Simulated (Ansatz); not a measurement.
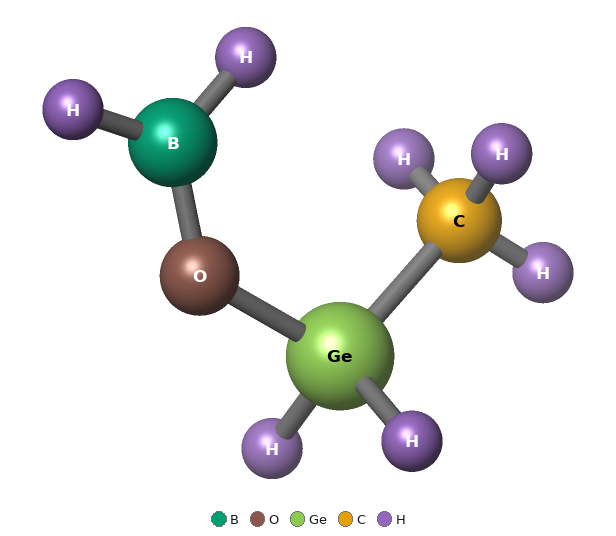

The computed structure is the end point of a PBE0-D4/def2-TZVP optimisation. No frequency run is at hand to confirm it as a minimum. Program: Ansatz 0.2.0.

Compare dipole (D) at these levels: B3LYP-D4/def2-TZVPP; PBE-D4/def2-TZVPP; PBE0-D4/def2-TZVP; r2SCAN-D4/def2-TZVPP; ωB97M-V/def2-TZVPP.

```
               level  dipole (D)
 B3LYP-D4/def2-TZVPP        2.42
   PBE-D4/def2-TZVPP        2.42
   PBE0-D4/def2-TZVP        2.42
r2SCAN-D4/def2-TZVPP        2.41
  ωB97M-V/def2-TZVPP        2.44
```
